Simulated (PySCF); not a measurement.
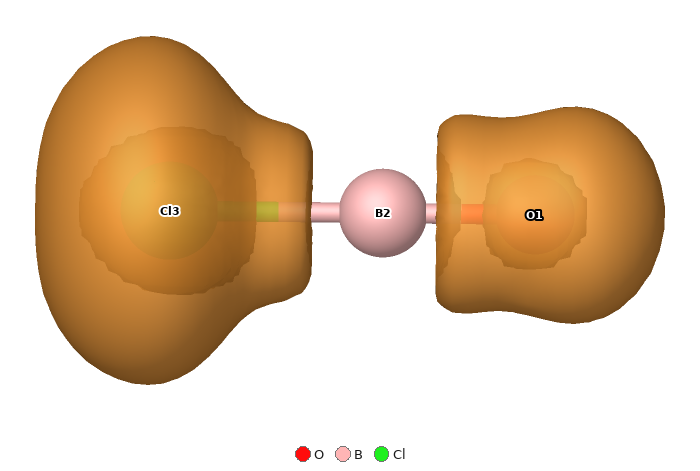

Figure. BClO (Chlorine Oxoborane). Isosurface of the electron localisation function at 0.75 (orange), seen from one side. Core shells and regions of very low density are left out.

Geometry: PBE0-D3(BJ)/def2-SVP.

These are results of PySCF, PBE0/pcSseg-1, SCF density, gas phase, non-relativistic, not measurements.

The calculation's input:

```
{"job": {"kind": "nmr", "xc": "PBE0", "basis": "pcSseg-1"}, "charge": 0, "multiplicity": 1}
O     -1.357815     0.108222    -0.013561
B     -0.153393     0.102548    -0.008992
Cl     1.534168     0.094560    -0.002547
```

Launched as:

```sh
OMP_NUM_THREADS=1 python probes_run.py task.json out
```

Describe the localisation domains.

Answer. The ELF exceeds this value in one region on Cl in which the atom's valence shell and bonds are merged and one region wrapped around O (its lone pairs, merged into a ring or cap). Profiles from the grid: B–O (1.20 Å): the ELF peaks at about 0.85 between the atoms: a polar covalent bond. B–Cl (1.69 Å): the ELF peaks at about 0.90 between the atoms: a polar covalent bond.
